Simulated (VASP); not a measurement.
Band structure of GdN (rock salt). Computed with vdW-DF-cx, VASP's PBE PAW potentials (set 64) (plane waves; VASP 6.6.1).

The 4f electrons are frozen in the core of the lanthanide potential, so 4f levels, which can set the real gap, and their magnetism are missing.

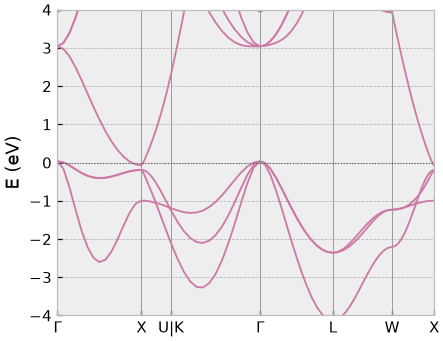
Figure: Bands along high-symmetry lines, zero at the valence-band maximum or, without a gap, the Fermi level

**Question.** Read the plot: is there a gap, and where are the band edges?

**Answer.** It has no gap at this level: it comes out as a metal or semimetal. (Edges off the drawn lines would not show.)

The compound is GdN in the rock salt structure. It was relaxed first.
